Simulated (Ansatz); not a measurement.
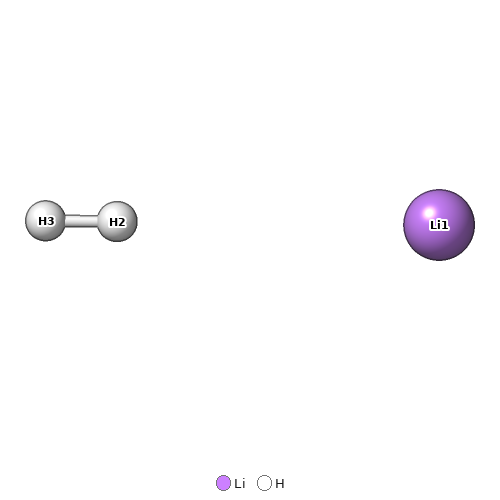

The system is Li + H₂, spin multiplicity 2; the picture shows the reference structure. 
- The first coordinate is: distance Li1–H2; the second: distance H2–H3.
- Nothing is relaxed (the angle Li1–H2–H3 is fixed at 180 degrees).
- The grid has 17 × 17 points.
- Points are written as (first, second).
- All energies are given in kJ/mol relative to the lowest grid point.
- In part of the range the unrestricted reference is strongly spin-contaminated.
- Theory: UKS PBE0-D4/aug-cc-pVTZ (Ansatz 0.2.0).

Its coordinates:

| atom | x (Å) | y (Å) | z (Å) |
| --- | --- | --- | --- |
| Li | -3.2720 | 0.0000 | 0.0000 |
| H | 0.0000 | 0.0000 | 0.0000 |
| H | 0.7260 | 0.0000 | 0.0000 |

Range: distance Li1–H2 from 1.272 to 3.272 Å; distance H2–H3 from 0.592 to 2.592 Å.

> What will the energy surface look like?

The lowest grid point is at (3.272 Å, 0.726 Å). It lies in a valley that leaves the map towards separated partners. The highest grid point, (3.272 Å, 2.592 Å), lies 392 kJ/mol above the lowest.

```tsv
distance H2–H3 ↓, distance Li1–H2 →	1.272	1.406	1.602	1.831	2.084	2.358	2.648	2.953	3.272
2.592	264	228	214	227	253	291	332	367	392
2.273	262	227	212	224	250	287	326	359	384
1.968	260	224	208	219	243	277	312	341	364
1.678	256	219	201	207	225	252	279	302	320
1.404	249	208	183	180	186	200	214	227	237
1.151	218	173	139	124	117	117	121	125	129
0.922	155	112	76	55	41	34	32	32	33
0.726	119	80	48	28	14	7	3	1	0
0.592	171	135	106	88	75	67	62	60	58
```

The table holds every second grid line.

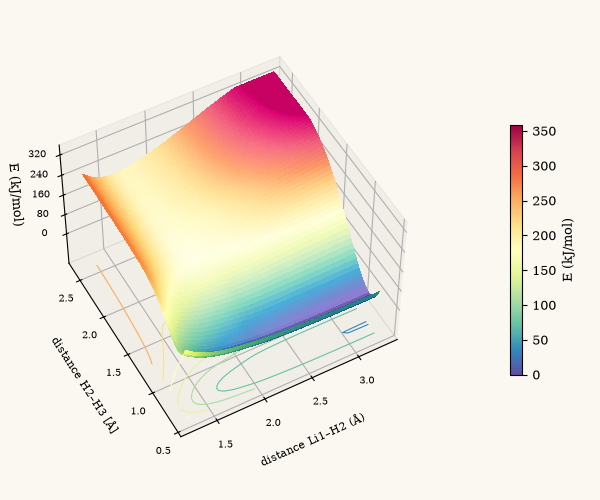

The picture shows a relief with its contours projected below, any walls above the top of the colour scale cut off. Between grid points the surface is interpolated.

Time for the 289 points that were run: 4.9 min on 1 thread of Intel(R) Xeon(R) 6975P-C (Granite Rapids), with other jobs on the host.
